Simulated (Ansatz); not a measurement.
**Nudged elastic band of CH₇AlO**

The run: nudged elastic band of CH₇AlO. Method and program: RKS PBE0-D4/6-31G* (Ansatz 0.2.0).

One setting was made poor on purpose. It belongs to a series of runs on one base structure; here: band between the two ends.

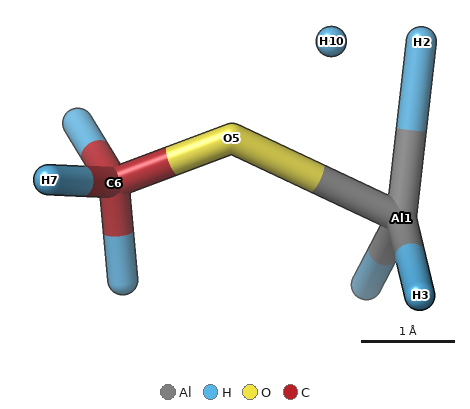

**Figure 1.** The structure as given in the input (stick view, seen at a tilt; atoms are numbered from 1 in the order of the input). Sticks mark near contacts.

### Input
```yaml
crystal:
  periodic: [false, false, false]
  atoms:
    - { symbol: Al, position_ang: [0.0, 0.0, 0.0] }
    - { symbol: H, position_ang: [0.0, 0.0, 1.91] }
    - { symbol: H, position_ang: [1.351, 0.0, -0.78] }
    - { symbol: H, position_ang: [-1.351, 0.0, -0.78] }
    - { symbol: O, position_ang: [0.0869, -1.972, 0.6559] }
    - { symbol: C, position_ang: [-0.5639, -3.0679, 0.03] }
    - { symbol: H, position_ang: [0.124, -3.9385, -0.0015] }
    - { symbol: H, position_ang: [-1.4738, -3.3367, 0.6062] }
    - { symbol: H, position_ang: [-0.8514, -2.7865, -1.0045] }
    - { symbol: H, position_ang: [0.0439, -0.9965, 1.8084] }
basis:
  gaussian: { orbitals: "6-31G*" }
hamiltonian:
  xc: pbe0
  dispersion: d4
neb:
  order_check: false
  images: 7
  f_tol: 0.05
  max_iterations: 60
  final_atoms:
    - { symbol: Al, position_ang: [0.0, 0.0, 0.0] }
    - { symbol: H, position_ang: [0.0, 0.0, 1.91] }
    - { symbol: H, position_ang: [1.351, 0.0, -0.78] }
    - { symbol: H, position_ang: [-1.351, 0.0, -0.78] }
    - { symbol: O, position_ang: [0.0869, -1.972, 0.6559] }
    - { symbol: C, position_ang: [-0.5639, -3.0679, 0.03] }
    - { symbol: H, position_ang: [0.124, -3.9385, -0.0015] }
    - { symbol: H, position_ang: [-1.4738, -3.3367, 0.6062] }
    - { symbol: H, position_ang: [-0.8514, -2.7865, -1.0045] }
    - { symbol: H, position_ang: [0.0439, -0.9965, 1.8084] }
  initial_path:
    images:
      - { positions_ang: [[0.0, 0.0, 0.0], [0.0, 0.0, 1.91], [1.351, 0.0, -0.78], [-1.351, 0.0, -0.78], [0.0869, -1.972, 0.6559], [-0.5639, -3.0679, 0.03], [0.124, -3.9385, -0.0015], [-1.4738, -3.3367, 0.6062], [-0.8514, -2.7865, -1.0045], [0.0439, -0.9965, 1.8084]] }
      - { positions_ang: [[0.0, 0.0, 0.0], [0.0, 0.0, 1.91], [1.351, 0.0, -0.78], [-1.351, 0.0, -0.78], [0.0869, -1.972, 0.6559], [-0.5639, -3.0679, 0.03], [0.124, -3.9385, -0.0015], [-1.4738, -3.3367, 0.6062], [-0.8514, -2.7865, -1.0045], [0.0439, -0.9965, 1.8084]] }
      - { positions_ang: [[0.0, 0.0, 0.0], [0.0, 0.0, 1.91], [1.351, 0.0, -0.78], [-1.351, 0.0, -0.78], [0.0869, -1.972, 0.6559], [-0.5639, -3.0679, 0.03], [0.124, -3.9385, -0.0015], [-1.4738, -3.3367, 0.6062], [-0.8514, -2.7865, -1.0045], [0.0439, -0.9965, 1.8084]] }
      - { positions_ang: [[0.0, 0.0, 0.0], [0.0, 0.0, 1.91], [1.351, 0.0, -0.78], [-1.351, 0.0, -0.78], [0.0869, -1.972, 0.6559], [-0.5639, -3.0679, 0.03], [0.124, -3.9385, -0.0015], [-1.4738, -3.3367, 0.6062], [-0.8514, -2.7865, -1.0045], [0.0439, -0.9965, 1.8084]] }
      - { positions_ang: [[0.0, 0.0, 0.0], [0.0, 0.0, 1.91], [1.351, 0.0, -0.78], [-1.351, 0.0, -0.78], [0.0869, -1.972, 0.6559], [-0.5639, -3.0679, 0.03], [0.124, -3.9385, -0.0015], [-1.4738, -3.3367, 0.6062], [-0.8514, -2.7865, -1.0045], [0.0439, -0.9965, 1.8084]] }
      - { positions_ang: [[0.0, 0.0, 0.0], [0.0, 0.0, 1.91], [1.351, 0.0, -0.78], [-1.351, 0.0, -0.78], [0.0869, -1.972, 0.6559], [-0.5639, -3.0679, 0.03], [0.124, -3.9385, -0.0015], [-1.4738, -3.3367, 0.6062], [-0.8514, -2.7865, -1.0045], [0.0439, -0.9965, 1.8084]] }
      - { positions_ang: [[0.0, 0.0, 0.0], [0.0, 0.0, 1.91], [1.351, 0.0, -0.78], [-1.351, 0.0, -0.78], [0.0869, -1.972, 0.6559], [-0.5639, -3.0679, 0.03], [0.124, -3.9385, -0.0015], [-1.4738, -3.3367, 0.6062], [-0.8514, -2.7865, -1.0045], [0.0439, -0.9965, 1.8084]] }
      - { positions_ang: [[0.0, 0.0, 0.0], [0.0, 0.0, 1.91], [1.351, 0.0, -0.78], [-1.351, 0.0, -0.78], [0.0869, -1.972, 0.6559], [-0.5639, -3.0679, 0.03], [0.124, -3.9385, -0.0015], [-1.4738, -3.3367, 0.6062], [-0.8514, -2.7865, -1.0045], [0.0439, -0.9965, 1.8084]] }
      - { positions_ang: [[0.0, 0.0, 0.0], [0.0, 0.0, 1.91], [1.351, 0.0, -0.78], [-1.351, 0.0, -0.78], [0.0869, -1.972, 0.6559], [-0.5639, -3.0679, 0.03], [0.124, -3.9385, -0.0015], [-1.4738, -3.3367, 0.6062], [-0.8514, -2.7865, -1.0045], [0.0439, -0.9965, 1.8084]] }
```

Machine: 1 thread of Intel Xeon @ 2.90GHz (Ice Lake), 192 GiB of memory available, shared host.

Launched with:
```bash
ansatz run input.yaml --threads 1 --pin off --max-ram 2048MiB --backend cpu --events-out ev --progress --plain --runs-dir out
```

### Output
```
Error: invalid value for `neb.final_atoms`: is identical to crystal.atoms — the two endpoints must differ for a path to exist
```

### What the run reported

```csv
quantity,value
outcome,refused by the program
```

### Diagnosis

The program refused the input: “invalid value for `neb.final_atoms`: is identical to crystal.atoms — the two endpoints must differ for a path to exist” A deliberately poor setting: ends not relaxed.
